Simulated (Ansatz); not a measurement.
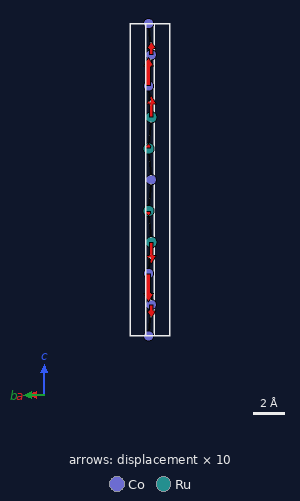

This is a relaxation of solid Co$_{3}$Ru$_{2}$ (a generated structure, set up in P-6m2) (coarse preliminary run). The starting structure is drawn; red arrows show the displacements (the part carried along by the change of the cell is left out), 10 times their true length.

A ball-and-stick model of the cell of the calculation, seen from a free direction.

Level of theory: Ansatz, DFT PBE, scalar-relativistic, plane waves, PAW. Settings: plane-wave cutoff 420 eV; k-point mesh 6 × 6 × 1; occupations gaussian; smearing width 0.1 eV; collinear spin; cell and atoms relaxed; force threshold 0.04 eV/Å; at most 70 steps.

### What did the optimiser do to the structure, and how much energy did it gain?

After 3 accepted moves (4 points after the start) the energy has fallen by 64.3 meV per atom. The largest force component goes from 1.4 to 0.0053 eV/Å. Pressure: 17.66 GPa at the start and 0.10 GPa at the end. At 1 point the geometry stayed and the basis and grid were re-selected for the new cell (energy shift of 0.6 meV per atom at most each time). The largest moves relative to the cell, 0.19 Å, are those of Co atoms. Largest moves by element: Co 0.19 Å, Ru 0.15 Å. The volume changes by +5.2 %, with a = b 2.570 → 2.631 Å (+2.4 %), c 20.317 → 20.405 Å (+0.4 %). Some distances before and after: Ru–Ru 2.516 → 2.635 Å, Co–Ru 2.516 → 2.580 Å, Ru–Ru 2.570 → 2.631 Å, Co–Co 2.570 → 2.631 Å. The space group stays P-6m2 (No. 187). The run took 3.2 min on 4 threads of AMD EPYC (Zen 3), on a shared host, peak memory 0.7 GiB.

Limits of the set-up: the k-point mesh is coarse for a cell with partly filled bands.
